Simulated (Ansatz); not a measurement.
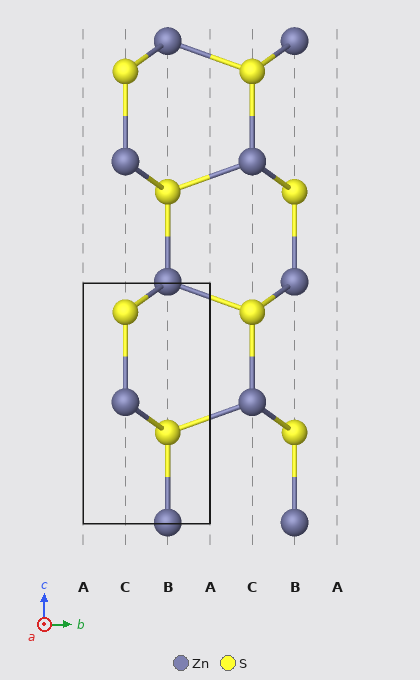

The picture looks along a close-packed row of the hexagonal mesh; c points upwards. The dashed lines mark the three columns A (0, 0), B (1/3, 2/3) and C (2/3, 1/3). The sequence starts with the first layer at or above the cell's origin.

System ZnS; source of the atomic positions: the end point of a relaxation with DFT LDA, scalar-relativistic, plane waves, PAW in Ansatz 0.2.0.

> List the layers of one repeat.

Zn(B) – S(B) – Zn(C) – S(C) (four layers in 6.14 Å).

> How are the S layers alone stacked?

S layers alone: BC, the hexagonal close-packed type.

> Which positions between or in the S layers do the other atoms fill?

Zn: two tetrahedral sites in each hexagonal cell.

> What short polytype symbol fits?

Polytype symbol 2H, the symbol of a tetrahedral polytype (number of double layers in the repeat and lattice).

Heights of the layers:

```csv
layer,atoms (column),height (Å),to next (Å)
1,Zn(B),0.03,2.30
2,S(B),2.33,0.78
3,Zn(C),3.11,2.30
4,S(C),5.40,0.78
```
